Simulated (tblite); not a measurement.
**Run report: C5H15N2PSi, geometry relaxation (part 4 of 4)**

The same run, continued: C5H15N2PSi; GFN2-xTB geometry optimisation, gas phase (tblite 0.8.0). It belongs to a series of runs on one base structure; here: phosphine turned into its imine (P=NH).

Geometry of the input (Å):
```
C  1.2924  -2.1891  -0.0605
C  1.3471  -0.7258  -0.4294
C  1.3814  0.3183  0.6506
Si 2.3929  1.8627  0.4665
P  -0.0949  0.3186  -0.4176
N  -0.1991  1.3656  -1.5914
N  -1.5436  -0.1195  0.4165
C  -2.0878  -1.3786  0.0195
C  -2.4789  0.9813  0.2053
H  0.8684  -2.3679  0.9554
H  0.7789  -2.8023  -0.8393
H  2.3396  -2.5680  -0.0246
H  2.0427  -0.5308  -1.2690
H  1.2982  -0.0799  1.6699
H  1.8342  2.8648  1.4156
H  2.2980  2.4289  -0.8536
H  3.7777  1.5831  0.8850
H  -0.2602  2.3760  -1.4563
H  -1.3633  -2.2187  0.0948
H  -2.5595  -1.3528  -0.9978
H  -2.9314  -1.6503  0.7292
H  -2.7055  1.0713  -0.8727
H  -2.0207  1.9609  0.5322
H  -3.4186  0.8720  0.7793
```

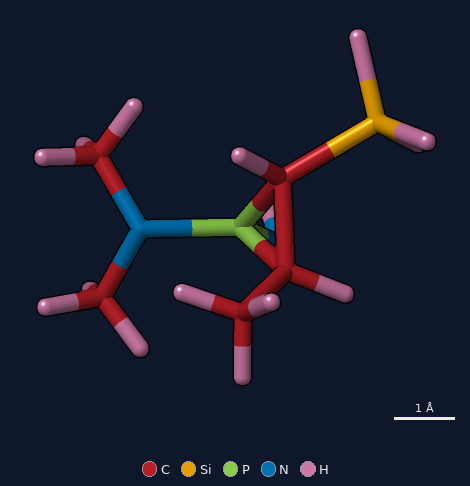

**Figure 1.** The geometry at step 115 of the log (stick view, seen at a tilt).

Trajectory as extended XYZ, continued:
```
24
Properties=species:S:1:pos:R:3:forces:R:3 step=99 energy=-773.04845
C     1.2125   -2.0329    0.3874    0.0000   0.0110  -0.0010
C     1.3144   -0.7012   -0.3110   -0.0100  -0.0100  -0.0110
C     1.1853    0.5835    0.5779   -0.0100   0.0170  -0.0120
Si    2.4838    1.9235    0.3694    0.0020  -0.0040  -0.0060
P    -0.0767    0.3634   -0.7148    0.0170  -0.0070   0.0100
N    -0.1156    0.9499   -2.1624   -0.0010   0.0010   0.0180
N    -1.4215   -0.2804    0.1397    0.0050   0.0110  -0.0100
C    -2.2108   -1.1827   -0.6739    0.0100  -0.0070   0.0010
C    -2.2198    0.6851    0.8688    0.0040  -0.0150   0.0020
H     0.3163   -2.0694    1.0040    0.0080   0.0090  -0.0130
H     1.1714   -2.8451   -0.3376   -0.0040   0.0070   0.0220
H     2.0823   -2.1882    1.0276   -0.0090   0.0010  -0.0130
H     2.1218   -0.6431   -1.0369   -0.0100  -0.0070   0.0020
H     0.8503    0.3587    1.5846    0.0110   0.0150  -0.0040
H     2.1279    3.0316    1.2613    0.0020  -0.0070  -0.0010
H     2.5217    2.3825   -1.0164    0.0020  -0.0010  -0.0010
H     3.7838    1.3591    0.7408    0.0030  -0.0010   0.0120
H    -0.6452    1.8055   -2.2699    0.0020  -0.0020   0.0050
H    -1.5297   -1.7976   -1.2639   -0.0140   0.0000  -0.0010
H    -2.8866   -0.6555   -1.3593    0.0060  -0.0100  -0.0080
H    -2.8066   -1.8249   -0.0211   -0.0060  -0.0020  -0.0060
H    -2.9213    1.2325    0.2257    0.0020   0.0010   0.0040
H    -1.5546    1.4025    1.3504    0.0020   0.0070   0.0070
H    -2.7949    0.1629    1.6371   -0.0120  -0.0070   0.0030
24
Properties=species:S:1:pos:R:3:forces:R:3 step=103 energy=-773.04896
C     1.2085   -2.0263    0.3915   -0.0020  -0.0080   0.0000
C     1.3132   -0.6990   -0.3134    0.0060   0.0030   0.0100
C     1.1850    0.5903    0.5712    0.0080  -0.0170   0.0100
Si    2.4906    1.9232    0.3681    0.0000   0.0030  -0.0060
P    -0.0764    0.3653   -0.7184   -0.0160   0.0040  -0.0060
N    -0.1166    0.9497   -2.1663    0.0010  -0.0050  -0.0030
N    -1.4187   -0.2812    0.1373   -0.0180  -0.0070   0.0000
C    -2.2097   -1.1817   -0.6774   -0.0160   0.0100  -0.0050
C    -2.2188    0.6770    0.8743   -0.0060   0.0020   0.0020
H     0.3099   -2.0614    1.0039   -0.0010   0.0210   0.0060
H     1.1687   -2.8425   -0.3280    0.0000  -0.0090  -0.0070
H     2.0761   -2.1804    1.0342    0.0000   0.0060   0.0020
H     2.1231   -0.6455   -1.0361   -0.0040  -0.0030  -0.0170
H     0.8516    0.3669    1.5782    0.0010   0.0120   0.0140
H     2.1330    3.0318    1.2582    0.0080  -0.0020   0.0060
H     2.5343    2.3846   -1.0159    0.0080   0.0000  -0.0150
H     3.7861    1.3514    0.7457   -0.0030   0.0050   0.0090
H    -0.6511    1.8015   -2.2774    0.0000   0.0060   0.0080
H    -1.5339   -1.7991   -1.2706    0.0070   0.0060   0.0090
H    -2.8848   -0.6514   -1.3613    0.0050  -0.0060  -0.0110
H    -2.8091   -1.8221   -0.0261    0.0050  -0.0040   0.0020
H    -2.9225    1.2272    0.2348    0.0160  -0.0040   0.0150
H    -1.5561    1.3930    1.3623   -0.0050  -0.0080  -0.0090
H    -2.7941    0.1485    1.6390    0.0060  -0.0060  -0.0120
24
Properties=species:S:1:pos:R:3:forces:R:3 step=107 energy=-773.04952
C     1.2024   -2.0205    0.3988    0.0000   0.0060   0.0000
C     1.3128   -0.6979   -0.3140    0.0000   0.0030  -0.0020
C     1.1869    0.5942    0.5663    0.0000   0.0140   0.0030
Si    2.4957    1.9250    0.3630   -0.0010  -0.0030  -0.0090
P    -0.0769    0.3663   -0.7215    0.0040  -0.0030  -0.0050
N    -0.1165    0.9458   -2.1715   -0.0030  -0.0010  -0.0020
N    -1.4189   -0.2838    0.1315   -0.0010   0.0070   0.0030
C    -2.2126   -1.1769   -0.6880    0.0070  -0.0030  -0.0050
C    -2.2157    0.6642    0.8842    0.0010  -0.0030  -0.0020
H     0.2999   -2.0452    1.0056   -0.0030   0.0000   0.0090
H     1.1656   -2.8430   -0.3138   -0.0030   0.0000  -0.0030
H     2.0653   -2.1693    1.0488    0.0060  -0.0030   0.0040
H     2.1219   -0.6503   -1.0385   -0.0070   0.0010   0.0030
H     0.8545    0.3810    1.5763    0.0030  -0.0140  -0.0030
H     2.1376    3.0340    1.2536    0.0110  -0.0070  -0.0040
H     2.5470    2.3863   -1.0216    0.0060  -0.0070   0.0020
H     3.7868    1.3474    0.7496   -0.0120   0.0140   0.0000
H    -0.6545    1.7951   -2.2856    0.0030   0.0060   0.0060
H    -1.5371   -1.7916   -1.2844    0.0010   0.0020   0.0080
H    -2.8859   -0.6417   -1.3699   -0.0030  -0.0090   0.0010
H    -2.8107   -1.8202   -0.0381   -0.0040   0.0000  -0.0160
H    -2.9210    1.2240    0.2560   -0.0050  -0.0030   0.0030
H    -1.5513    1.3739    1.3780    0.0030  -0.0040   0.0080
H    -2.7869    0.1228    1.6426   -0.0020   0.0080   0.0000
24
Properties=species:S:1:pos:R:3:forces:R:3 step=111 energy=-773.04972
C     1.1999   -2.0202    0.4036    0.0010   0.0000   0.0060
C     1.3132   -0.6999   -0.3132    0.0000   0.0000   0.0030
C     1.1883    0.5940    0.5654   -0.0040  -0.0120  -0.0030
Si    2.4937    1.9267    0.3573   -0.0030   0.0030   0.0030
P    -0.0750    0.3651   -0.7227   -0.0090   0.0040   0.0000
N    -0.1125    0.9474   -2.1717   -0.0030  -0.0040   0.0030
N    -1.4189   -0.2837    0.1279   -0.0010  -0.0080  -0.0030
C    -2.2140   -1.1736   -0.6941   -0.0030   0.0040   0.0010
C    -2.2132    0.6597    0.8883   -0.0030   0.0040   0.0030
H     0.2965   -2.0412    1.0100    0.0060  -0.0010   0.0000
H     1.1628   -2.8457   -0.3061   -0.0050   0.0090   0.0020
H     2.0620   -2.1687    1.0552   -0.0030   0.0010  -0.0020
H     2.1224   -0.6561   -1.0374    0.0020   0.0040  -0.0020
H     0.8590    0.3794    1.5761   -0.0010  -0.0040  -0.0030
H     2.1341    3.0338    1.2483    0.0020   0.0090   0.0000
H     2.5440    2.3861   -1.0272    0.0050  -0.0040  -0.0090
H     3.7867    1.3584    0.7472    0.0070  -0.0030   0.0000
H    -0.6492    1.7980   -2.2827    0.0030   0.0050   0.0020
H    -1.5395   -1.7862   -1.2929    0.0100  -0.0020  -0.0040
H    -2.8894   -0.6369   -1.3727    0.0050  -0.0010  -0.0030
H    -2.8121   -1.8198   -0.0473   -0.0020  -0.0020  -0.0010
H    -2.9200    1.2237    0.2657   -0.0010   0.0010   0.0010
H    -1.5475    1.3652    1.3865    0.0010  -0.0040   0.0000
H    -2.7833    0.1139    1.6441   -0.0040   0.0010   0.0050
24
Properties=species:S:1:pos:R:3:forces:R:3 step=115 energy=-773.04984
C     1.1988   -2.0171    0.4054   -0.0010   0.0020  -0.0050
C     1.3124   -0.6981   -0.3135   -0.0030   0.0010  -0.0050
C     1.1876    0.5958    0.5635   -0.0020   0.0110   0.0030
Si    2.4955    1.9268    0.3565    0.0040  -0.0010   0.0000
P    -0.0772    0.3657   -0.7230    0.0030  -0.0040   0.0030
N    -0.1166    0.9447   -2.1732   -0.0040   0.0020   0.0000
N    -1.4197   -0.2857    0.1283   -0.0030   0.0050   0.0050
C    -2.2139   -1.1739   -0.6960    0.0030  -0.0070  -0.0020
C    -2.2136    0.6567    0.8906   -0.0030  -0.0030   0.0030
H     0.2951   -2.0371    1.0109    0.0000   0.0000   0.0050
H     1.1610   -2.8420   -0.3043   -0.0020  -0.0070   0.0000
H     2.0601   -2.1654    1.0576    0.0050   0.0000  -0.0010
H     2.1211   -0.6543   -1.0384   -0.0010  -0.0020   0.0020
H     0.8588    0.3813    1.5744   -0.0020  -0.0010   0.0020
H     2.1403    3.0355    1.2478   -0.0020   0.0040  -0.0070
H     2.5524    2.3846   -1.0289   -0.0010  -0.0070   0.0040
H     3.7860    1.3544    0.7501    0.0020  -0.0010  -0.0020
H    -0.6503    1.7971   -2.2850    0.0030   0.0040   0.0020
H    -1.5370   -1.7859   -1.2936   -0.0030   0.0020  -0.0020
H    -2.8878   -0.6365   -1.3755    0.0070   0.0010  -0.0060
H    -2.8136   -1.8205   -0.0514    0.0000  -0.0040   0.0010
H    -2.9204    1.2223    0.2695    0.0000   0.0040  -0.0020
H    -1.5465    1.3601    1.3897   -0.0010   0.0040   0.0020
H    -2.7842    0.1110    1.6461   -0.0010  -0.0050   0.0020
24
Properties=species:S:1:pos:R:3:forces:R:3 step=119 energy=-773.04995
C     1.1990   -2.0162    0.4057    0.0000  -0.0040   0.0030
C     1.3113   -0.6978   -0.3146    0.0020   0.0000   0.0070
C     1.1871    0.5968    0.5629    0.0070  -0.0100   0.0010
Si    2.4970    1.9266    0.3563   -0.0010  -0.0030   0.0020
P    -0.0786    0.3655   -0.7224   -0.0020   0.0060   0.0020
N    -0.1197    0.9464   -2.1718   -0.0020   0.0010   0.0030
N    -1.4210   -0.2864    0.1291    0.0090  -0.0020   0.0030
C    -2.2137   -1.1752   -0.6963    0.0010   0.0070   0.0020
C    -2.2156    0.6559    0.8907    0.0010   0.0040  -0.0010
H     0.2977   -2.0361    1.0150    0.0010   0.0050   0.0010
H     1.1580   -2.8423   -0.3025    0.0000  -0.0030  -0.0030
H     2.0626   -2.1648    1.0552    0.0030   0.0020  -0.0050
H     2.1193   -0.6549   -1.0402   -0.0020   0.0010   0.0000
H     0.8591    0.3791    1.5735    0.0000   0.0090   0.0010
H     2.1416    3.0373    1.2453   -0.0020   0.0020  -0.0090
H     2.5563    2.3804   -1.0301   -0.0040  -0.0040   0.0010
H     3.7886    1.3570    0.7507   -0.0030  -0.0060   0.0010
H    -0.6482    1.8025   -2.2791   -0.0010   0.0060  -0.0040
H    -1.5362   -1.7869   -1.2930    0.0060  -0.0080   0.0010
H    -2.8844   -0.6375   -1.3783   -0.0050   0.0040  -0.0050
H    -2.8155   -1.8209   -0.0525    0.0030  -0.0020  -0.0050
H    -2.9210    1.2220    0.2684   -0.0030  -0.0010   0.0030
H    -1.5486    1.3598    1.3899   -0.0060  -0.0040   0.0020
H    -2.7866    0.1096    1.6457   -0.0010   0.0030  -0.0020
24
Properties=species:S:1:pos:R:3:forces:R:3 step=123 energy=-773.05015
C     1.1963   -2.0147    0.4052    0.0040  -0.0010   0.0000
C     1.3099   -0.6966   -0.3148   -0.0080  -0.0020  -0.0090
C     1.1888    0.5968    0.5633   -0.0070  -0.0020   0.0050
Si    2.4992    1.9252    0.3558   -0.0030  -0.0020  -0.0070
P    -0.0800    0.3683   -0.7198   -0.0020   0.0110   0.0020
N    -0.1250    0.9493   -2.1688    0.0030   0.0050  -0.0080
N    -1.4210   -0.2870    0.1320   -0.0040   0.0030  -0.0030
C    -2.2101   -1.1767   -0.6963    0.0060  -0.0040  -0.0080
C    -2.2188    0.6540    0.8920    0.0000  -0.0010   0.0030
H     0.2987   -2.0304    1.0198   -0.0010  -0.0010  -0.0010
H     1.1488   -2.8407   -0.3028   -0.0010  -0.0010   0.0020
H     2.0633   -2.1645    1.0493    0.0090  -0.0110   0.0050
H     2.1168   -0.6547   -1.0416    0.0000   0.0010  -0.0020
H     0.8611    0.3792    1.5736   -0.0010   0.0060   0.0120
H     2.1428    3.0431    1.2347   -0.0020   0.0000   0.0000
H     2.5599    2.3711   -1.0326    0.0010   0.0010  -0.0120
H     3.7891    1.3548    0.7536    0.0010  -0.0040   0.0060
H    -0.6427    1.8121   -2.2759   -0.0020  -0.0020   0.0050
H    -1.5290   -1.7904   -1.2869    0.0090  -0.0060  -0.0030
H    -2.8758   -0.6412   -1.3852   -0.0020   0.0070   0.0070
H    -2.8159   -1.8224   -0.0562    0.0020   0.0090   0.0020
H    -2.9215    1.2240    0.2700   -0.0010  -0.0110  -0.0060
H    -1.5539    1.3558    1.3962    0.0040   0.0010   0.0080
H    -2.7927    0.1053    1.6430   -0.0050   0.0040   0.0000
24
Properties=species:S:1:pos:R:3:forces:R:3 step=127 energy=-773.05034
C     1.1958   -2.0148    0.4036   -0.0020   0.0000  -0.0010
C     1.3069   -0.6963   -0.3165    0.0050   0.0030   0.0090
C     1.1893    0.5957    0.5649    0.0010   0.0060  -0.0010
Si    2.5008    1.9230    0.3543    0.0010   0.0030  -0.0060
P    -0.0814    0.3730   -0.7173    0.0030  -0.0100   0.0000
N    -0.1284    0.9556   -2.1658    0.0050   0.0010   0.0080
N    -1.4210   -0.2863    0.1341    0.0070  -0.0030   0.0020
C    -2.2056   -1.1791   -0.6953    0.0000   0.0040   0.0040
C    -2.2226    0.6536    0.8912   -0.0030   0.0010   0.0010
H     0.3022   -2.0277    1.0243    0.0030  -0.0050   0.0040
H     1.1404   -2.8408   -0.3037    0.0000  -0.0010  -0.0040
H     2.0678   -2.1679    1.0408   -0.0060  -0.0020   0.0000
H     2.1136   -0.6547   -1.0438   -0.0040   0.0060  -0.0010
H     0.8625    0.3791    1.5760    0.0030   0.0010  -0.0020
H     2.1425    3.0464    1.2261    0.0000  -0.0070  -0.0020
H     2.5630    2.3624   -1.0366    0.0030  -0.0030  -0.0040
H     3.7907    1.3551    0.7577   -0.0110   0.0000   0.0020
H    -0.6386    1.8233   -2.2681   -0.0060   0.0010   0.0000
H    -1.5213   -1.7966   -1.2785    0.0000   0.0040  -0.0050
H    -2.8678   -0.6453   -1.3886    0.0030   0.0040  -0.0070
H    -2.8163   -1.8206   -0.0559    0.0040   0.0010   0.0070
H    -2.9226    1.2228    0.2659   -0.0030   0.0030  -0.0090
H    -1.5606    1.3549    1.4003    0.0000  -0.0020  -0.0020
H    -2.8012    0.1048    1.6382   -0.0020  -0.0050   0.0070
24
Properties=species:S:1:pos:R:3:forces:R:3 step=131 energy=-773.05048
C     1.1952   -2.0146    0.4010    0.0010  -0.0030   0.0030
C     1.3058   -0.6948   -0.3164    0.0000   0.0010  -0.0020
C     1.1898    0.5966    0.5661    0.0010  -0.0040  -0.0010
Si    2.5024    1.9217    0.3522   -0.0030  -0.0020  -0.0020
P    -0.0823    0.3750   -0.7143   -0.0050   0.0060   0.0020
N    -0.1307    0.9608   -2.1613    0.0010   0.0070   0.0000
N    -1.4203   -0.2862    0.1378   -0.0020  -0.0020   0.0040
C    -2.2012   -1.1814   -0.6924   -0.0010   0.0000   0.0020
C    -2.2272    0.6539    0.8896    0.0010  -0.0010  -0.0040
H     0.3062   -2.0265    1.0280   -0.0030  -0.0040   0.0010
H     1.1330   -2.8394   -0.3073   -0.0010   0.0030  -0.0050
H     2.0704   -2.1714    1.0323    0.0050  -0.0040   0.0040
H     2.1092   -0.6512   -1.0471    0.0050   0.0000   0.0040
H     0.8649    0.3793    1.5776    0.0030   0.0030  -0.0010
H     2.1432    3.0475    1.2197   -0.0010   0.0040   0.0010
H     2.5679    2.3551   -1.0403    0.0050  -0.0020  -0.0050
H     3.7886    1.3518    0.7629    0.0010   0.0000   0.0000
H    -0.6370    1.8313   -2.2610   -0.0030  -0.0060   0.0020
H    -1.5144   -1.8022   -1.2695   -0.0040   0.0050   0.0000
H    -2.8588   -0.6498   -1.3922    0.0050   0.0000   0.0010
H    -2.8155   -1.8185   -0.0521   -0.0010  -0.0040  -0.0030
H    -2.9234    1.2217    0.2582    0.0020   0.0000   0.0060
H    -1.5675    1.3556    1.4015   -0.0070   0.0000  -0.0030
H    -2.8097    0.1054    1.6343    0.0040   0.0020  -0.0060
```

Summary:

- outcome: converged
- total energy: −773.0505 eV
- hardware: 1 CPU thread, shared host
- wall time: 2.3 s
- peak memory: 0.18 GiB
